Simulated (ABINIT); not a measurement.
## Beyond one shot: BaTiO3 (Pm-3m)

How far does self-consistency move the gap of BaTiO3 (Pm-3m)?

Method: LDA and many-body steps on it, plane waves, in ABINIT 10.8.3.

**What was measured.**

- Gap 3.28 eV: optical gap from first-derivative diffuse reflectance spectrum; UV-vis diffuse reflectance; powder (commercial cubic reference powder, crystallite size 31.8 nm) (“Influence of Rapid Heat Treatment on the Photocatalytic Activity and Stability of Barium Titanates Against a Broad Range of Pollutants”, 2024, pmc:11596716).

- Gap 3.2 eV: optical gap from first-derivative diffuse reflectance spectrum; UV-vis diffuse reflectance; powder (“Influence of Rapid Heat Treatment on the Photocatalytic Activity and Stability of Barium Titanates Against a Broad Range of Pollutants”, 2024, pmc:11596716).

## (1) The starting structure

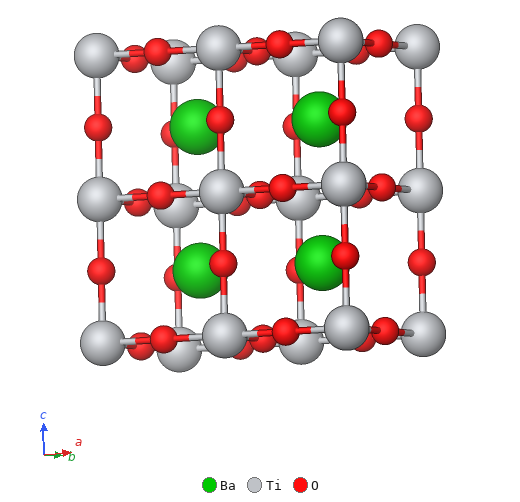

The cell as given, from a free direction (barium green, titanium light grey, oxygen red). 2×1×2 cells are drawn. Some periodic images of atoms are drawn too.

The cell and positions come from the Crystallography Open Database and are kept as given unless a step says otherwise. Spin-orbit coupling is left out unless a step names it.

## (2) Empty states on the mesh, 4×4×4 mesh, 148 bands

This step: ABINIT 10.8.3; DFT, LDA, plane waves, norm-conserving pseudopotentials.

The sums over transitions need many empty states on a uniform mesh; this step solves for them.

run.abi reads:

```
acell 3*1.0 Angstrom
rprim 
  4.006000000000 0.000000000000 0.000000000000
  0.000000000000 4.006000000000 0.000000000000
  0.000000000000 0.000000000000 4.006000000000
ntypat 3
znucl 56 22 8
natom 5
typat 1 2 3 3 3
xred 
  0.500000000000 0.500000000000 0.500000000000
  0.000000000000 0.000000000000 0.000000000000
  0.500000000000 0.000000000000 0.000000000000
  0.000000000000 0.500000000000 0.000000000000
  0.000000000000 0.000000000000 0.500000000000
pp_dirpath "pseudos"
pseudos "Ba.upf, Ti.upf, O.upf"
ecut 38
ngkpt 4 4 4
nshiftk 1
shiftk 0 0 0
kptopt 1
chksymbreak 0
irdden 1
istwfk *1
nband 148
prtvol 0
optdriver 6
gwr_task "HDIAGO"
paral_kgb 0
occopt 1
indata_prefix "in"
outdata_prefix "out"
tmpdata_prefix "tmp"
```

On the command line:

```bash
> OMP_NUM_THREADS=1 mpirun -n 8 abinit run.abi > log
```

Log:

```text
.Version 10.8.3 of ABINIT. v10.8.2 released Aug 2026.

 Symmetries : space group Pm -3 m (#221); Bravais cP (primitive cubic)
[... echo of the input left out ...]
== DATASET  1 ==================================================================
-   mpi_nproc: 8, omp_nthreads: 1 (-1 if OMP is not activated)

--- !DatasetInfo
iteration_state: {dtset: 1, }
dimensions: {natom: 5, nkpt: 10, mband: 148, nsppol: 1, nspinor: 1, nspden: 1, mpw: 4945, }
cutoff_energies: {ecut:  38.0, pawecutdg:  -1.0, }
[...]
Indirect band gap semiconductor
 Fundamental gap:     1.712 (eV)
   VBM:     6.244 (eV) at k: [ 5.0000E-01,  5.0000E-01,  5.0000E-01]
   CBM:     7.956 (eV) at k: [ 0.0000E+00,  0.0000E+00,  0.0000E+00]
 Direct gap:         1.848 (eV) at k: [ 0.0000E+00,  0.0000E+00,  0.0000E+00]

== END DATASET(S) ==============================================================
================================================================================

 -outvars: echo values of variables after computation  --------
           etotal      0.0000000000E+00
            nband         148
             nkpt          10
          spgroup         221
 [... the other variables as echoed above ...]

 Calculation completed.
```

Run time: 2.7 min. Hardware: 8 MPI ranks of Arm Neoverse V1, shared host; peak memory 10 GiB.

This step gave:

- gap: 1.712 eV
- k of the valence top: 0.5, 0.5, 0.5
- k of the conduction bottom: 0, 0, 0
- least direct gap: 1.848 eV
- k points computed: 10
- lowest point of the top converged band, above the valence top: 74.5046 eV

On this mesh the gap is 1.712 eV.

The density comes from a self-consistent run that is not shown.

## (3) Screening, 4×4×4 mesh, 140 bands, screening to 130.6 eV

The RPA dielectric matrix is built and inverted for each q.

This step: RPA screening on LDA, plane waves, norm-conserving pseudopotentials.

run.abi, as its differences from that of step 2:

```diff
@@ -23,10 +23,11 @@
 chksymbreak 0
-irdden 1
 istwfk *1
-nband 148
-prtvol 0
-optdriver 6
-gwr_task "HDIAGO"
-paral_kgb 0
 occopt 1
+irdwfk 1
+optdriver 3
+nband 140
+ecuteps 4.8
+inclvkb 2
+awtr 1
+symchi 1
 indata_prefix "in"
```

Log:

```text
.Version 10.8.3 of ABINIT. v10.8.2 released Aug 2026.

 Symmetries : space group Pm -3 m (#221); Bravais cP (primitive cubic)
[... echo of the input left out ...]
== DATASET  1 ==================================================================
-   mpi_nproc: 8, omp_nthreads: 1 (-1 if OMP is not activated)

--- !DatasetInfo
iteration_state: {dtset: 1, }
dimensions: {natom: 5, nkpt: 10, mband: 140, nsppol: 1, nspinor: 1, nspden: 1, mpw: 4945, }
cutoff_energies: {ecut:  38.0, pawecutdg:  -1.0, }
electrons: {nelect:   4.00000000E+01, charge:   0.00000000E+00, occopt:   1.00000000E+00, tsmear:   1.00000000E-02, }

 SCREENING: Calculation of the susceptibility and dielectric matrices

 Based on a program developped by R.W. Godby, V. Olevano, G. Onida, and L. Reining.
 Incorporated in ABINIT by V. Olevano, G.-M. Rignanese, and M. Torrent.
.Using double precision arithmetic ; gwpc =  8

[... cell and pseudopotentials left out ...]
--------------------------------------------------------------------------------

 ==== K-mesh for the wavefunctions ====
 Number of points in the irreducible wedge :    10
[... list of points left out ...]
 Together with 48 symmetry operations and time-reversal symmetry
 yields    64 points in the full Brillouin Zone.

 ==== Q-mesh for the screening function ====
 Number of points in the irreducible wedge :    10
[... list of points left out ...]
 Together with 48 symmetry operations and time-reversal symmetry
 yields    64 points in the full Brillouin Zone.

 setmesh: FFT mesh size selected  =    30x   30x   30
          total number of points  =        27000

 vcoul_init : cutoff-mode = AUXILIARY_FUNCTION
 q-points for optical limit:   1
     1)      0.000010    0.000020    0.000030

- screening: taking advantage of time-reversal symmetry
- Maximum band index for partially occupied states nbvw = 20
- Remaining bands to be divided among processors   nbcw = 120
- Number of bands treated by each node ~15

 Number of electrons calculated from density =   40.0000; Expected =   40.0000
 average of density, n =  0.092200
 r_s =    1.3732
 omega_plasma =   29.2901 [eV]

 calculating chi0 at frequencies [eV] :
  1    0.000000E+00    0.000000E+00
  2    0.000000E+00    2.929010E+01

--------------------------------------------------------------------------------
  q-point number  1        q = ( 0.000000, 0.000000, 0.000000) [r.l.u.]
--------------------------------------------------------------------------------
[... chi0 elements left out ...]
 For q-point:  0.000010 0.000020 0.000030
  dielectric constant =   7.1255
  dielectric constant without local fields =   7.5579

  Average fulfillment of the sum rule on Im[epsilon] for q-point    1 :     69.06  [%]
[... wings left out ...]
  q-point number  2        q = ( 0.250000, 0.000000, 0.000000) [r.l.u.]
--------------------------------------------------------------------------------
[... chi0 elements left out ...]
  Average fulfillment of the sum rule on Im[epsilon] for q-point    2 :     79.43  [%]

 [... 8 further q-points ...]
```

Elapsed: 54 s, on 8 MPI ranks; peak memory 2.2 GiB; 7.1 min of CPU time.

Numbers from this step:

```
ε∞ with local fields, on this mesh, along the program's q direction : 7.125
the same without local fields                                       : 7.558
plasma frequency                                                    : 29.29 eV
plane waves in the screening matrix                                 : 203
```

Local fields lower ε∞ by 6 %. On a Γ-centred mesh this coarse the value itself is usually too large, while a short band sum pulls it down.

## (4) G0W0

The self-energy is evaluated for the states that the input lists, and the levels follow from it, in one-shot runs by the linearised quasiparticle equation.

This step: G0W0 on LDA, plane waves, norm-conserving pseudopotentials.

run.abi, as its differences from that of step 3:

```diff
@@ -26,8 +26,21 @@
 irdwfk 1
-optdriver 3
+optdriver 4
 nband 140
+gwcalctyp 0
+ecutsigx 38
+symsigma 1
+nkptgw 4
+kptgw 
+  0.5000000000 0.5000000000 0.5000000000
+  0.0000000000 0.0000000000 0.0000000000
+  0.5000000000 0.0000000000 0.0000000000
+  0.5000000000 0.5000000000 0.0000000000
+bdgw 
+  18 23
+  18 23
+  19 23
+  18 22
 ecuteps 4.8
-inclvkb 2
-awtr 1
-symchi 1
+irdscr 1
+ppmodel 1
 indata_prefix "in"
```

Log:

```text
.Version 10.8.3 of ABINIT. v10.8.2 released Aug 2026.

 Symmetries : space group Pm -3 m (#221); Bravais cP (primitive cubic)
[... echo of the input left out ...]
== DATASET  1 ==================================================================
-   mpi_nproc: 8, omp_nthreads: 1 (-1 if OMP is not activated)

--- !DatasetInfo
iteration_state: {dtset: 1, }
dimensions: {natom: 5, nkpt: 10, mband: 140, nsppol: 1, nspinor: 1, nspden: 1, mpw: 4945, }
cutoff_energies: {ecut:  38.0, pawecutdg:  -1.0, }
electrons: {nelect:   4.00000000E+01, charge:   0.00000000E+00, occopt:   1.00000000E+00, tsmear:   1.00000000E-02, }

 SIGMA: Calculation of the GW corrections

 Based on a program developped by R.W. Godby, V. Olevano, G. Onida, and L. Reining.
 Incorporated in ABINIT by V. Olevano, G.-M. Rignanese, and M. Torrent.
.Using double precision arithmetic ; gwpc =  8

[... cell and pseudopotentials left out ...]
--------------------------------------------------------------------------------

 ==== K-mesh for the wavefunctions ====
 Number of points in the irreducible wedge :    10
[... list of points left out ...]
 Together with 48 symmetry operations and time-reversal symmetry
 yields    64 points in the full Brillouin Zone.

 ==== Q-mesh for screening function ====
 Number of points in the irreducible wedge :    10
[... list of points left out ...]
 Together with 48 symmetry operations and time-reversal symmetry
 yields    64 points in the full Brillouin Zone.

 vcoul_init : cutoff-mode = AUXILIARY_FUNCTION
 q-points for optical limit:   1
     1)      0.000010    0.000020    0.000030
 setmesh: FFT mesh size selected  =    45x   45x   45
          total number of points  =        91125

 Number of electrons calculated from density =   40.0000; Expected =   40.0000
 average of density, n =  0.092200
 r_s =    1.3732
 omega_plasma =   29.2901 [eV]

 === KS Band Gaps ===
  >>>> For spin  1
   Minimum direct gap =   1.8483 [eV], located at k-point      :   0.0000  0.0000  0.0000
   Fundamental gap    =   1.7123 [eV], Top of valence bands at :   0.5000  0.5000  0.5000
                                       Bottom of conduction at :   0.0000  0.0000  0.0000
 SIGMA fundamental parameters:
 PLASMON POLE MODEL  1
 number of plane-waves for SigmaX                 4945
 number of plane-waves for SigmaC and W            203
 number of plane-waves for wavefunctions          4945
 number of bands                                   140
 number of independent spin polarizations            1
 number of spinorial components                      1
 number of k-points in IBZ                          10
 number of q-points in IBZ                          10
 number of symmetry operations                      48
 number of k-points in BZ                           64
 number of q-points in BZ                           64
 number of frequencies for dSigma/dE                 9
 frequency step for dSigma/dE [eV]                0.25
 number of omega for Sigma on real axis              0
 max omega for Sigma on real axis  [eV]           0.00
 zcut for avoiding poles [eV]                     0.10

 EPSILON^-1 parameters (SCR file):
 dimension of the eps^-1 matrix on file            203
 dimension of the eps^-1 matrix used               203
 number of plane-waves for wavefunctions          4945
 number of bands                                   140
 number of q-points in IBZ                          10
 number of frequencies                               2
 number of real frequencies                          1
 number of imag frequencies                          1

 matrix elements of self-energy operator (all in [eV])

 Perturbative Calculation

--- !SelfEnergy_ee
iteration_state: {dtset: 1, }
kpoint     : [   0.500,    0.500,    0.500, ]
spin       : 1
KS_gap     :    4.186
QP_gap     :    5.900
Delta_QP_KS:    1.713
data: !SigmaeeData |
     Band     E0 <VxcDFT>   SigX SigC(E0)      Z dSigC/dE  Sig(E)    E-E0       E
       18   6.244 -19.735 -24.909   5.020   0.762  -0.313 -19.852  -0.117   6.127
       19   6.244 -19.735 -24.909   5.020   0.762  -0.313 -19.852  -0.117   6.127
       20   6.244 -19.735 -24.909   5.020   0.762  -0.313 -19.852  -0.117   6.127
       21  10.430 -21.684 -13.136  -6.379   0.736  -0.359 -20.088   1.596  12.026
       22  10.430 -21.684 -13.136  -6.379   0.736  -0.359 -20.088   1.596  12.026
       23  10.430 -21.684 -13.136  -6.379   0.736  -0.359 -20.088   1.596  12.026

--- !SelfEnergy_ee
iteration_state: {dtset: 1, }
kpoint     : [   0.000,    0.000,    0.000, ]
spin       : 1
KS_gap     :    1.848
QP_gap     :    3.437
Delta_QP_KS:    1.589
data: !SigmaeeData |
     Band     E0 <VxcDFT>   SigX SigC(E0)      Z dSigC/dE  Sig(E)    E-E0       E
[...]
--- !SelfEnergy_ee
iteration_state: {dtset: 1, }
kpoint     : [   0.500,    0.000,    0.000, ]
spin       : 1
KS_gap     :    2.578
QP_gap     :    4.263
Delta_QP_KS:    1.685
data: !SigmaeeData |
     Band     E0 <VxcDFT>   SigX SigC(E0)      Z dSigC/dE  Sig(E)    E-E0       E
[...]
--- !SelfEnergy_ee
iteration_state: {dtset: 1, }
kpoint     : [   0.500,    0.500,    0.000, ]
spin       : 1
KS_gap     :    3.586
QP_gap     :    5.266
Delta_QP_KS:    1.680
data: !SigmaeeData |
     Band     E0 <VxcDFT>   SigX SigC(E0)      Z dSigC/dE  Sig(E)    E-E0       E
[...]
20   6.169 -19.570 -24.734   4.994   0.763  -0.311 -19.699  -0.129   6.040
       21   9.754 -21.241 -13.313  -5.848   0.746  -0.341 -19.689   1.552  11.306
       22   9.754 -21.241 -13.313  -5.848   0.746  -0.341 -19.689   1.552  11.306

== END DATASET(S) ==============================================================
================================================================================

 -outvars: echo values of variables after computation  --------
           etotal      0.0000000000E+00
            nband         140
             nkpt          10
          spgroup         221
 [... the other variables as echoed above ...]

 Calculation completed.
```

It took 17 s on 8 MPI ranks; peak memory 1.8 GiB; 2.3 min of CPU time.

This step gave:

| Quantity | Value |
| --- | --- |
| G0W0 gap on the mesh | 3.287 eV |
| starting gap on the mesh | 1.712 eV |
| k of the valence top | 0.5, 0.5, 0.5 |
| k of the conduction bottom | 0, 0, 0 |
| Z at the valence top | 0.762 |
| Z at the conduction bottom | 0.777 |
| least direct G0W0 gap on the computed points | 3.437 eV |

The gap on the mesh goes from 1.71 eV to 3.29 eV, a correction of +1.57 eV.

## (5) evGW0, cycle 1

This step: evGW0 on LDA, plane waves, norm-conserving pseudopotentials.

run.abi, as its differences from that of step 4:

```diff
@@ -28,16 +28,28 @@
 nband 140
-gwcalctyp 0
+gwcalctyp 10
 ecutsigx 38
 symsigma 1
-nkptgw 4
+nkptgw 10
 kptgw 
+  0.0000000000 0.0000000000 0.0000000000
+  0.2500000000 0.0000000000 0.0000000000
+  0.5000000000 0.0000000000 0.0000000000
+  0.2500000000 0.2500000000 0.0000000000
+  0.5000000000 0.2500000000 0.0000000000
+  0.5000000000 0.5000000000 0.0000000000
+  0.2500000000 0.2500000000 0.2500000000
+  0.5000000000 0.2500000000 0.2500000000
+  0.5000000000 0.5000000000 0.2500000000
   0.5000000000 0.5000000000 0.5000000000
-  0.0000000000 0.0000000000 0.0000000000
-  0.5000000000 0.0000000000 0.0000000000
-  0.5000000000 0.5000000000 0.0000000000
 bdgw 
-  18 23
-  18 23
-  19 23
-  18 22
+  12 69
+  12 69
+  12 69
+  12 69
+  12 69
+  12 69
+  12 69
+  12 69
+  12 69
+  12 69
 ecuteps 4.8
```

Log:

```text
.Version 10.8.3 of ABINIT. v10.8.2 released Aug 2026.

 Symmetries : space group Pm -3 m (#221); Bravais cP (primitive cubic)
[... echo of the input left out ...]
== DATASET  1 ==================================================================
-   mpi_nproc: 8, omp_nthreads: 1 (-1 if OMP is not activated)

--- !DatasetInfo
iteration_state: {dtset: 1, }
dimensions: {natom: 5, nkpt: 10, mband: 140, nsppol: 1, nspinor: 1, nspden: 1, mpw: 4945, }
cutoff_energies: {ecut:  38.0, pawecutdg:  -1.0, }
electrons: {nelect:   4.00000000E+01, charge:   0.00000000E+00, occopt:   1.00000000E+00, tsmear:   1.00000000E-02, }

 SIGMA: Calculation of the GW corrections

 Based on a program developped by R.W. Godby, V. Olevano, G. Onida, and L. Reining.
 Incorporated in ABINIT by V. Olevano, G.-M. Rignanese, and M. Torrent.
.Using double precision arithmetic ; gwpc =  8

[... cell and pseudopotentials left out ...]
--------------------------------------------------------------------------------

 ==== K-mesh for the wavefunctions ====
 Number of points in the irreducible wedge :    10
[... list of points left out ...]
 Together with 48 symmetry operations and time-reversal symmetry
 yields    64 points in the full Brillouin Zone.

 ==== Q-mesh for screening function ====
 Number of points in the irreducible wedge :    10
[... list of points left out ...]
 Together with 48 symmetry operations and time-reversal symmetry
 yields    64 points in the full Brillouin Zone.

 vcoul_init : cutoff-mode = AUXILIARY_FUNCTION
 q-points for optical limit:   1
     1)      0.000010    0.000020    0.000030
 setmesh: FFT mesh size selected  =    45x   45x   45
          total number of points  =        91125

 Number of electrons calculated from density =   40.0000; Expected =   40.0000
[...]
spin       : 1
KS_gap     :    3.857
QP_gap     :    5.551
Delta_QP_KS:    1.693
data: !SigmaeeData |
     Band     E_DFT   <VxcDFT>   E(N-1)  <Hhartree>   SigX  SigC[E(N-1)]    Z     dSigC/dE  Sig[E(N)]  DeltaE  E(N)_pert E(N)_diago
[...]
--- !SelfEnergy_ee
iteration_state: {dtset: 1, }
kpoint     : [   0.500,    0.500,    0.500, ]
spin       : 1
KS_gap     :    4.186
QP_gap     :    5.900
Delta_QP_KS:    1.713
data: !SigmaeeData |
     Band     E_DFT   <VxcDFT>   E(N-1)  <Hhartree>   SigX  SigC[E(N-1)]    Z     dSigC/dE  Sig[E(N)]  DeltaE  E(N)_pert E(N)_diago
[...]
68    47.133   -11.987    47.133    59.119    -2.706    -8.004     0.504    -0.983   -11.343     0.644    47.777    48.409
       69    48.277   -13.302    48.277    61.578    -3.520    -9.690     0.427    -1.340   -13.263     0.039    48.316    48.409

 New Fermi energy :        2.925763E-01 Ha ,    7.961406E+00 eV

 === QP Band Gaps ===
  >>>> For spin  1
   Minimum direct gap =   3.8959 [eV], located at k-point      :   0.0000  0.0000  0.0000
   Fundamental gap    =   3.7430 [eV], Top of valence bands at :   0.5000  0.5000  0.5000
                                       Bottom of conduction at :   0.0000  0.0000  0.0000

 writing QP data on file : out_QPS

 Convergence of QP corrections
 >>>>> For spin  1 <<<<<
.  kptgw no:  1; Maximum DeltaE = (   0.249   0.007) for band index: 54
.  kptgw no:  2; Maximum DeltaE = (   0.495   0.050) for band index: 50
.  kptgw no:  3; Maximum DeltaE = (  -0.244  -0.022) for band index: 56
[...]
.  kptgw no:  9; Maximum DeltaE = (   1.362   0.029) for band index: 43
.  kptgw no: 10; Maximum DeltaE = (   0.477  -0.009) for band index: 50

== END DATASET(S) ==============================================================
================================================================================

 -outvars: echo values of variables after computation  --------
           etotal      0.0000000000E+00
            nband         140
             nkpt          10
          spgroup         221
 [... the other variables as echoed above ...]

 Calculation completed.
```

The job ended after 9.4 min (8 MPI ranks; peak memory 8.9 GiB; 75 min of CPU time).

This step gave:

```yaml
quasiparticle_gap_on_the_mesh: 3.743 eV
gap_of_the_density_functional_on_the_mesh: 1.712 eV
k_of_the_valence_top: 0.5, 0.5, 0.5
k_of_the_conduction_bottom: 0, 0, 0
z_at_the_valence_top: 0.762
z_at_the_conduction_bottom: 0.777
least_direct_quasiparticle_gap_on_the_computed_points: 3.896 eV
```

Against G0W0 in ABINIT (4×4×4 mesh, 140 bands, screening to 130.6 eV, Godby-Needs plasmon pole), the gap moves by +0.456 eV. This first cycle still uses the starting levels; it takes the full correction, at all points of the mesh, and its linearised value is 3.287 eV.

(Continued in part 2 of 3.)

[Paths, hosts, dates, memory and timing lines, banners, echoed tables and standing remarks are left out of the program output.]

[Logs are printed without paths, hosts, clocks, repeated set-up lines and the standing remarks that a program may print on its own settings, such as how far it seeks lower states.]

[Runs of the session that timed out or met a known fault of the program may be left out.]

[Hosts, paths, dates, database ids (printed as entryN), source tags and the programs' standing remarks are cut or masked in the printed files.]

[G0W0 gaps are taken among the corrected bands and points alone; a level outside them can change the order at an edge.]

[Where Ansatz stands beside ABINIT at settings called matched, ABINIT's density can come from a denser mesh and the files from another edition; pairs whose starting gaps differed by over 0.03 eV were left out, so agreement reads better than it is.]
